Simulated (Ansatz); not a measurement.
# Glassy CaAl2Si2O8 (156 atoms): geometry optimisation, part 2 of 3

How does glassy CaAl2Si2O8 (156 atoms) relax, and what do bonds, charges and levels look like afterwards?

Ansatz 0.2.0; Kohn-Sham DFT, PBE, PAW (set soft_2), plane waves.

The cell: 24 Al, 12 Ca, 96 O and 24 Si. The quench rate of 20 K/ps far exceeds what a furnace or splat quench reaches. The starting topology of bonds comes from the classical model. The Brillouin zone is sampled at Γ only, in a cell whose shortest periodic width is 13 Å.

So far. Step 2 (Single point at the start): Neighbours are counted within 2.33 Å (O-Al), 2.12 Å (O-Si), 3.12 Å (O-Ca).

**3. Relaxation**

The atoms are relaxed in the fixed cell, aiming at the force tolerance of the input.

The input, input.yaml:

```yaml
crystal:
  lattice:
    - [12.6974, 0.0, 0.0]
    - [0.0, 12.6974, 0.0]
    - [0.0, 0.0, 12.6974]
  atoms:
    [... the 156 atom lines of step 2 ...]
kpoints:
  mp_grid: { grid: [1, 1, 1] }
hamiltonian:
  xc: pbe
scf:
  occupations: { method: fixed }
output:
  forces: true
relax:
  f_tol: 0.05
  max_steps: 200
```

Run with:

```sh
$ ansatz run input.yaml --threads 4 --pin off --max-ram 8192MiB --backend cpu --events-out ev --progress --plain --runs-dir out
```

Numbers of over 12 decimals in the logs are rounded to 6 here.

What it wrote:

```text
[...]
Crystal: 156 atoms, lattice volume = 2047.125 Å³
Basis set: ecut = 420 eV, 40099 PW (Γ), exchange–correlation on 180×180×180 points (8 copies of the dense FFT grid, shifted against one another)
Bands: 588, of which v1, the nominal top of the filled ones, is band 432 counted from 1 (431 counted from 0)
Symmetry: 1 space group operations
[...]
k-points: 1
[...]
SCF iter   1: F=—  HF=-104628.033877 eV  |F-HF|=—  |Δ(HF+E_count)|=         —  Δρ=2.14e-3  dr2=1.18e-1  ethr=1.77e-3  ⟨swp⟩=7.0  Hψ=2264  notcnv=0  defer=154
[...]
SCF iter   3: F=—  HF=-104628.041137 eV  |F-HF|=—  |Δ(HF+E_count)|=   4.81e-3  Δρ=4.89e-4  dr2=7.19e-3  ethr=3.02e-6  ⟨swp⟩=3.0  Hψ=752  notcnv=0  defer=134
automatic band count: iteration 3 solves 568 bands in place of 588: the levels show a gap, and the empty bands left out lie too high to hold charge; the band table lists the bands solved (type scf.n_extra_bands for more)
SCF iter   4: F=—  HF=-104628.041608 eV  |F-HF|=—  |Δ(HF+E_count)|=   4.71e-4  Δρ=1.60e-4  dr2=5.64e-4  ethr=8.33e-7  ⟨swp⟩=2.0  Hψ=752  notcnv=0  defer=134
[...]
SCF iter   6: F=-104628.041745 eV  HF=-104628.041740 eV  |F-HF|=4.92e-6  |Δ(HF+E_count)|=   5.93e-6  Δρ=2.49e-5  dr2=1.26e-5  ethr=7.23e-9  ⟨swp⟩=3.0  Hψ=1731  notcnv=0
SCF 1 converged in 6 iterations: F = -104628.041745 eV  dr2 = 1.26e-5
[...]
relax step   1: F+E_penalty+E_count = -104628.04174469 eV  Δ(F+E_penalty+E_count) = +0.000e0 eV  max|allowed force component| = 4.492e0 eV/Å  Δτ_max = 0.0000 Å  (6 SCF iters, dr2 threshold 6.25e-5 eV, accepted)
[... from here on, the SCF cycles and remarks between the steps are left out ...]
relax step   2: F+E_penalty+E_count = -104634.90264713 eV  Δ(F+E_penalty+E_count) = -6.861e0 eV  max|allowed force component| = 2.556e0 eV/Å  Δτ_max = 0.1949 Å  (7 SCF iters, dr2 threshold 1.00e-4 eV, accepted)
relax step   3: F+E_penalty+E_count = -104638.82220435 eV  Δ(F+E_penalty+E_count) = -3.920e0 eV  max|allowed force component| = 1.075e0 eV/Å  Δτ_max = 0.1762 Å  (7 SCF iters, dr2 threshold 1.00e-4 eV, accepted)
relax step   4: F+E_penalty+E_count = -104639.71402818 eV  Δ(F+E_penalty+E_count) = -8.918e-1 eV  max|allowed force component| = 6.126e-1 eV/Å  Δτ_max = 0.2000 Å  (7 SCF iters, dr2 threshold 1.00e-4 eV, accepted)
relax step   5: F+E_penalty+E_count = -104640.30278664 eV  Δ(F+E_penalty+E_count) = -5.888e-1 eV  max|allowed force component| = 3.450e-1 eV/Å  Δτ_max = 0.2000 Å  (7 SCF iters, dr2 threshold 6.64e-5 eV, accepted)
relax step   6: F+E_penalty+E_count = -104640.36963748 eV  Δ(F+E_penalty+E_count) = -6.685e-2 eV  max|allowed force component| = 7.934e-1 eV/Å  Δτ_max = 0.2000 Å  (7 SCF iters, dr2 threshold 3.78e-5 eV, accepted)
relax step   7: F+E_penalty+E_count = -104640.57365786 eV  Δ(F+E_penalty+E_count) = -2.040e-1 eV  max|allowed force component| = 4.212e-1 eV/Å  Δτ_max = 0.2000 Å  (7 SCF iters, dr2 threshold 1.00e-4 eV, accepted)
relax step   8: F+E_penalty+E_count = -104640.53439404 eV  Δ(F+E_penalty+E_count) = +3.926e-2 eV  max|allowed force component| = 1.115e0 eV/Å  Δτ_max = 0.1909 Å  (7 SCF iters, dr2 threshold 5.00e-5 eV, rejected (line search))
relax step   9: F+E_penalty+E_count = -104640.72127194 eV  Δ(F+E_penalty+E_count) = -1.476e-1 eV  max|allowed force component| = 1.702e-1 eV/Å  Δτ_max = 0.0929 Å  (10 SCF iters, accepted)
relax step  10: F+E_penalty+E_count = -104640.74824872 eV  Δ(F+E_penalty+E_count) = -2.698e-2 eV  max|allowed force component| = 8.381e-2 eV/Å  Δτ_max = 0.1000 Å  (7 SCF iters, dr2 threshold 4.73e-6 eV, accepted)
relax step  11: F+E_penalty+E_count = -104640.75182036 eV  Δ(F+E_penalty+E_count) = -3.572e-3 eV  max|allowed force component| = 1.499e-1 eV/Å  Δτ_max = 0.0385 Å  (8 SCF iters, accepted)
relax step  12: F+E_penalty+E_count = -104640.72159814 eV  Δ(F+E_penalty+E_count) = +3.022e-2 eV  max|allowed force component| = 2.283e-1 eV/Å  Δτ_max = 0.2000 Å  (8 SCF iters, dr2 threshold 5.45e-6 eV, rejected (line search))
relax step  13: F+E_penalty+E_count = -104640.76049679 eV  Δ(F+E_penalty+E_count) = -8.676e-3 eV  max|allowed force component| = 8.602e-2 eV/Å  Δτ_max = 0.0960 Å  (9 SCF iters, accepted)
relax step  14: F+E_penalty+E_count = -104640.76975901 eV  Δ(F+E_penalty+E_count) = -9.262e-3 eV  max|allowed force component| = 1.110e-1 eV/Å  Δτ_max = 0.1000 Å  (9 SCF iters, accepted)
relax step  15: F+E_penalty+E_count = -104640.80384490 eV  Δ(F+E_penalty+E_count) = -3.409e-2 eV  max|allowed force component| = 2.465e-1 eV/Å  Δτ_max = 0.1442 Å  (7 SCF iters, dr2 threshold 4.06e-6 eV, accepted)
relax step  16: F+E_penalty+E_count = -104640.86883890 eV  Δ(F+E_penalty+E_count) = -6.499e-2 eV  max|allowed force component| = 2.892e-1 eV/Å  Δτ_max = 0.1927 Å  (6 SCF iters, dr2 threshold 6.08e-5 eV, accepted)
relax step  17: F+E_penalty+E_count = -104640.83228190 eV  Δ(F+E_penalty+E_count) = +3.656e-2 eV  max|allowed force component| = 5.202e-1 eV/Å  Δτ_max = 0.2000 Å  (7 SCF iters, dr2 threshold 8.36e-5 eV, rejected (line search))
relax step  18: F+E_penalty+E_count = -104640.94036000 eV  Δ(F+E_penalty+E_count) = -7.152e-2 eV  max|allowed force component| = 1.765e-1 eV/Å  Δτ_max = 0.0976 Å  (9 SCF iters, accepted)
relax step  19: F+E_penalty+E_count = -104640.95580836 eV  Δ(F+E_penalty+E_count) = -1.545e-2 eV  max|allowed force component| = 1.581e-1 eV/Å  Δτ_max = 0.1000 Å  (7 SCF iters, dr2 threshold 1.16e-5 eV, accepted)
relax step  20: F+E_penalty+E_count = -104640.95733227 eV  Δ(F+E_penalty+E_count) = -1.524e-3 eV  max|allowed force component| = 1.739e-1 eV/Å  Δτ_max = 0.0544 Å  (6 SCF iters, dr2 threshold 9.31e-6 eV, accepted)
relax step  21: F+E_penalty+E_count = -104640.99267631 eV  Δ(F+E_penalty+E_count) = -3.534e-2 eV  max|allowed force component| = 2.265e-1 eV/Å  Δτ_max = 0.2000 Å  (7 SCF iters, dr2 threshold 2.43e-5 eV, accepted)
relax step  22: F+E_penalty+E_count = -104641.01227936 eV  Δ(F+E_penalty+E_count) = -1.960e-2 eV  max|allowed force component| = 3.300e-1 eV/Å  Δτ_max = 0.0641 Å  (5 SCF iters, dr2 threshold 5.13e-5 eV, accepted)
relax step  23: F+E_penalty+E_count = -104641.15982195 eV  Δ(F+E_penalty+E_count) = -1.475e-1 eV  max|allowed force component| = 3.103e-1 eV/Å  Δτ_max = 0.2000 Å  (6 SCF iters, dr2 threshold 1.00e-4 eV, accepted)
relax step  24: F+E_penalty+E_count = -104641.07248279 eV  Δ(F+E_penalty+E_count) = +8.734e-2 eV  max|allowed force component| = 1.372e0 eV/Å  Δτ_max = 0.1944 Å  (6 SCF iters, dr2 threshold 8.51e-5 eV, rejected (line search))
relax step  25: F+E_penalty+E_count = -104641.20212990 eV  Δ(F+E_penalty+E_count) = -4.231e-2 eV  max|allowed force component| = 9.359e-2 eV/Å  Δτ_max = 0.0972 Å  (9 SCF iters, accepted)
relax step  26: F+E_penalty+E_count = -104641.19544175 eV  Δ(F+E_penalty+E_count) = +6.688e-3 eV  max|allowed force component| = 1.048e-1 eV/Å  Δτ_max = 0.1000 Å  (9 SCF iters, rejected (line search))
relax step  27: F+E_penalty+E_count = -104641.21252477 eV  Δ(F+E_penalty+E_count) = -1.039e-2 eV  max|allowed force component| = 7.049e-2 eV/Å  Δτ_max = 0.0476 Å  (9 SCF iters, accepted)
relax step  28: F+E_penalty+E_count = -104641.20933900 eV  Δ(F+E_penalty+E_count) = +3.186e-3 eV  max|allowed force component| = 1.161e-1 eV/Å  Δτ_max = 0.0500 Å  (9 SCF iters, rejected (line search))
relax step  29: F+E_penalty+E_count = -104641.21282991 eV  Δ(F+E_penalty+E_count) = -3.051e-4 eV  max|allowed force component| = 7.689e-2 eV/Å  Δτ_max = 0.0207 Å  (9 SCF iters, accepted)
relax step  30: F+E_penalty+E_count = -104641.21461458 eV  Δ(F+E_penalty+E_count) = -1.785e-3 eV  max|allowed force component| = 3.055e-2 eV/Å  Δτ_max = 0.0250 Å  (6 SCF iters, dr2 threshold 3.35e-6 eV, accepted)
relax step  31: F+E_penalty+E_count = -104641.21461592 eV  Δ(F+E_penalty+E_count) = -1.342e-6 eV  max|allowed force component| = 3.054e-2 eV/Å  Δτ_max = 0.0000 Å  (4 SCF iters, accepted)
SCF converged after 4 iterations
Free energy (F): -104641.214616 eV
[...]
Internal energy: -104641.214616 eV  (E = F + TS)
E sigma→0 (E₀):  -104641.214616 eV
Fermi energy:    4.157438 eV
[...]
--- Forces (eV/Å), atoms counted from 1 ---
  atom   1  Al    -0.00307633    -0.00311569     0.00331807
  atom   2  Al    -0.00162661    -0.00465997    -0.00424177
  atom   3  Al     0.00306079     0.00450826    -0.00721218
  atom   4  Al     0.00216664     0.00470356    -0.00769201
  atom   5  Al     0.00522979     0.00441649     0.00322435
  atom   6  Al     0.00259044    -0.00034622     0.00437098
  atom   7  Al    -0.00815681    -0.00345691     0.00779147
  atom   8  Al     0.00804905    -0.00062646     0.01035034
  atom   9  Al    -0.00202430     0.00501650    -0.00442673
  atom  10  Al    -0.00407893     0.00441389     0.00233263
  atom  11  Al     0.00566936    -0.00251460     0.00239099
  atom  12  Al     0.01738503     0.01303398    -0.01424171
  atom  13  Al     0.00284362    -0.00479500    -0.00242620
  atom  14  Al     0.00197873    -0.00335735    -0.00793276
[...]
atom 155  Si    -0.00055325     0.00322258    -0.00134925
  atom 156  Si     0.00025043    -0.01018180    -0.00233759
  max |Σ_I F_I| component: 2.34e-4 eV/Å
--- Relaxed structure (31 steps of the walk, 25 accepted, 0 SCFs on fresh bases) ---
  F+E_penalty+E_count = -104641.21461592 eV   max|allowed force component| = 3.054e-2 eV/Å
  atoms:
    - { symbol: Al, position: [0.57973361046, 0.285501, 0.341418] }
    - { symbol: Al, position: [0.525587, 0.428560, 0.612635] }
    - { symbol: Al, position: [0.299709, 0.436008, 0.499965] }
    - { symbol: Al, position: [0.643225, 0.765569, 0.446261] }
[...]
- { symbol: Si, position: [0.699184, 0.234528, 0.785972] }
```

It took 21 min on 4 threads of Arm Neoverse V1, shared host; peak memory 2.9 GiB; 67 min of CPU time.

Step by step (22 of 31):

```
step  energy less that of the first step (eV)  largest force component (eV/Å)
   1                                   0.0000                          4.4915
   2                                  -6.8609                          2.5565
   4                                 -11.6723                          0.6126
   5                                 -12.2610                          0.3450
   7                                 -12.5319                          0.4212
   8                                 -12.4926                          1.1152
  10                                 -12.7065                          0.0838
  11                                 -12.7101                          0.1499
  12                                 -12.6799                          0.2283
  14                                 -12.7280                          0.1110
  15                                 -12.7621                          0.2465
  17                                 -12.7905                          0.5202
  18                                 -12.8986                          0.1765
  20                                 -12.9156                          0.1739
  21                                 -12.9509                          0.2265
  22                                 -12.9705                          0.3300
  24                                 -13.0307                          1.3721
  25                                 -13.1604                          0.0936
  27                                 -13.1708                          0.0705
  28                                 -13.1676                          0.1161
  30                                 -13.1729                          0.0305
  31                                 -13.1729                          0.0305
```

Relaxation steps 8, 12, 17, 24, 26, 28 were tried and not accepted.

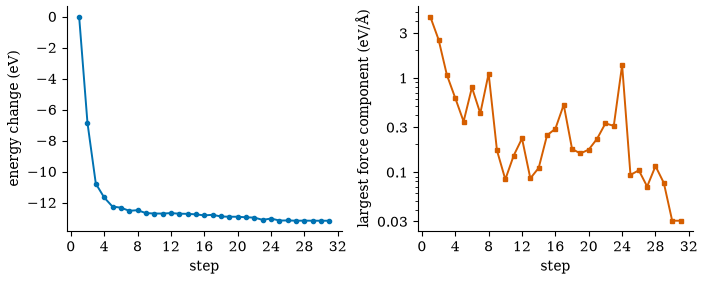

Energy and largest force along the relaxation.

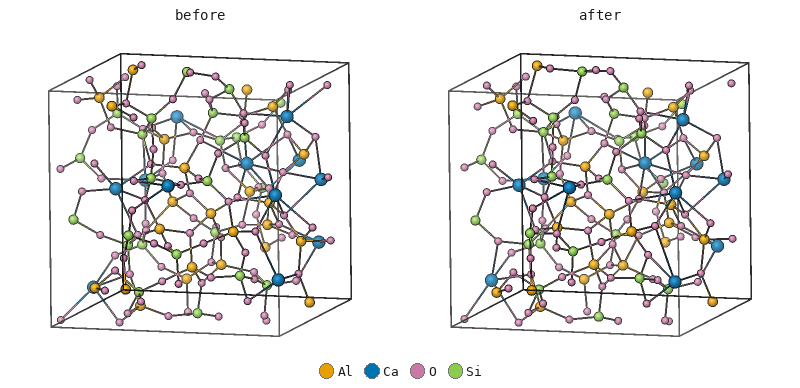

Before and after, at one scale. Bonds to atoms that aren't drawn are left out.

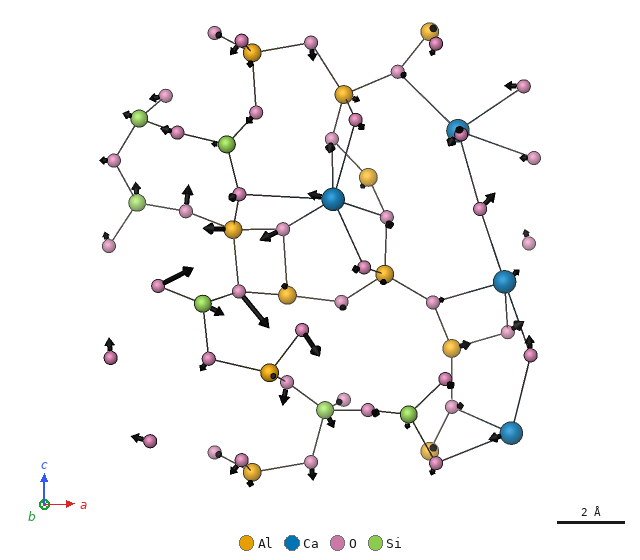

Displacements in the relaxation, exaggerated; the longest in the cell stands for 0.97 Å. Drawn is a slice 4 Å thick, seen along the normal of the ac plane. Bonds to atoms that aren't drawn are left out.

The atoms that moved most (Å):

```
atom      dx      dy      dz  length
 O84   0.560  -0.389  -0.684   0.966
 O88   0.706   0.393   0.309   0.865
 O90   0.291  -0.564  -0.449   0.778
 O51  -0.018  -0.628  -0.105   0.637
O110   0.290   0.070   0.485   0.569
Al12  -0.516  -0.232   0.045   0.568
Ca27   0.345  -0.228   0.313   0.519
 O67   0.432  -0.244   0.053   0.499
```

The relaxation changed the energy by -84.4 meV/atom, and atoms moved by 0.28 Å r.m.s., 0.97 Å at most.

**4. Distances and neighbours after relaxation**

Bonds before and after, by the cutoffs listed below:

```
pair  bonds before  bonds after  mean before (Å)  mean after (Å)  spread before (Å)  spread after (Å)
O-Al            96           99            1.773           1.803              0.080             0.061
O-Si            96           97            1.621           1.649              0.060             0.045
O-Ca            67           68            2.513           2.468              0.183             0.166
```

Density 2.71 g/cm³, 13.12 Å³ an atom.

g(r), total and by pair (bins of 0.2 Å):

```
r (Å)  total   O-O  O-Al   O-Si  O-Ca  Al-Al  Al-Si
 1.50   0.14  0.00  0.00   0.71  0.00   0.00   0.00
 1.70   3.43  0.00  6.50  11.60  0.00   0.00   0.00
 1.90   0.86  0.00  4.22   0.31  0.00   0.00   0.00
 2.10   0.07  0.00  0.09   0.00  0.60   0.00   0.00
 2.30   0.30  0.10  0.00   0.00  2.75   0.00   0.00
 2.50   0.68  0.90  0.12   0.00  3.29   0.00   0.00
 2.70   1.53  3.57  0.19   0.00  1.17   0.00   0.80
 2.90   0.98  1.98  0.13   0.17  0.34   1.38   1.32
 3.10   1.14  1.46  0.40   0.33  0.44   3.85   3.26
 3.30   1.01  0.84  0.80   0.62  0.66   2.82   2.63
 3.50   1.01  0.67  1.27   1.50  0.46   0.95   0.46
 3.70   0.90  0.61  1.12   1.34  0.73   0.83   0.32
 3.90   0.98  0.55  1.34   1.43  1.11   0.54   0.73
 4.10   0.98  0.42  1.21   1.92  0.88   0.51   1.01
 4.30   1.19  0.71  1.93   1.66  1.26   0.90   1.00
 4.50   1.10  1.09  1.39   0.93  1.29   1.12   0.77
 4.70   0.93  1.15  0.87   0.69  1.15   0.90   0.45
 4.90   1.02  1.39  0.78   0.55  1.29   0.82   0.88
 5.10   0.97  1.20  0.69   0.71  1.20   1.09   1.03
 5.30   1.02  1.43  0.49   0.84  0.78   1.41   0.96
 5.50   0.98  1.07  0.93   0.80  0.80   1.02   1.31
 5.70   0.96  1.00  0.80   1.05  0.82   0.61   1.00
 5.90   0.96  0.79  1.02   1.06  0.87   1.46   1.47
 6.10   1.00  0.92  1.03   1.11  0.91   0.91   0.98
```

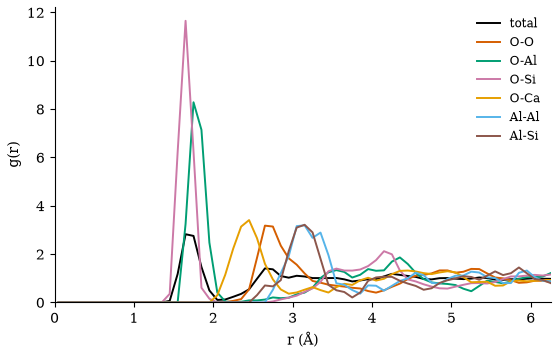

Pair distribution functions, lightly smoothed.

Bonds by pair of elements; cutoffs follow the first minimum of g(r), held within bounds set by covalent radii, and pairs that aren't listed don't count as bonded:

```
pair A-B  cutoff (Å)  bonds  mean length (Å)  spread (Å)  shortest (Å)  B about A  A about B
    O-Al        2.23     99             1.80       0.061          1.71       1.03       4.12
    O-Si        2.16     97             1.65       0.045          1.59       1.01       4.04
    O-Ca        2.93     68             2.47       0.166          2.15      0.708       5.67
```

How many atoms have how many bonded neighbours:

```
element  mean   2   3   4  5  6  7
     Al  4.12   0   0  21  3  0  0
     Ca  5.67   0   0   1  4  5  2
      O  2.75  30  60   6  0  0  0
     Si  4.04   0   0  23  1  0  0
```

Bond angles (no mean is given where the spread exceeds 20°):

```
  angle  count  mean (°)  spread (°)
 O-Ca-O    163         -           -
 O-Al-O    156       109        13.8
 O-Si-O    148       109         8.8
Al-O-Ca     61       106        16.5
Al-O-Si     58       130        18.9
```

Oxygen atoms by the number of network formers (Si, P, Ge, B, Al, As, Ga) bound to them:

```
network formers bound to O  O atoms  per cent
                         0        0         0
                         1       10      10.4
                         2       72        75
                         3       14      14.6
```

Network units: each former by its oxygen neighbours and how many of them bridge to another former:

```
former  O neighbours  bridging O  atoms
    Si             4           2      2
    Si             4           3      4
    Si             4           4     17
    Si             5           5      1
    Al             4           3      2
    Al             4           4     19
    Al             5           5      3
```

Bond length by coordination (bonds to H left out):

```
element  coordination  atoms  mean bond length (Å)
     Al             4     21                  1.79
     Al             5      3                  1.88
     Ca             4      1                  2.32
     Ca             5      4                  2.38
     Ca             6      5                  2.52
     Ca             7      2                  2.52
      O             2     30                  1.67
      O             3     60                  1.97
      O             4      6                  2.17
     Si             4     23                  1.64
     Si             5      1                  1.75
```

Rings of the network by King's shortest-path rule, up to 12 atoms, one path for each pair of neighbours; H, halogens, alkali and alkaline-earth atoms are left out, and the last column divides by all other atoms, bonded or not:

```
ring size (atoms)  rings  per network atom
                4      4             0.028
                6     10             0.069
                8     22             0.153
               10     32             0.222
               12     23              0.16
```

For some of the pairs, g(r) has its first main peak near 2.7 Å (O-O), 1.8 Å (O-Al), 1.6 Å (O-Si), 2.4 Å (O-Ca), 3.1 Å (Al-Al) and 3.1 Å (Al-Si). By these cutoffs 88 % of Al atoms have 4, 42 % of Ca atoms have 6, 62 % of O atoms have 3 and 96 % of Si atoms have 4 bonded neighbours. 75 % of the oxygens bridge two formers (Si and Al) and 10 % are non-bridging; 15 % join three. The commonest Si unit has 4 oxygens, 4 of them shared with other formers (17 of 24 atoms). Rings of 10 atoms are the most common (35 % of those counted); sizes run from 4 to 12, where the search stops.

(Continued in part 3 of 3.)

[Logs are printed without paths, hosts, clocks, repeated set-up lines and the standing remarks that a program may print on its own settings, such as how far it seeks lower states.]

[Hosts, paths, dates, database ids (printed as entryN), source tags and the programs' standing remarks are cut or masked in the printed files.]
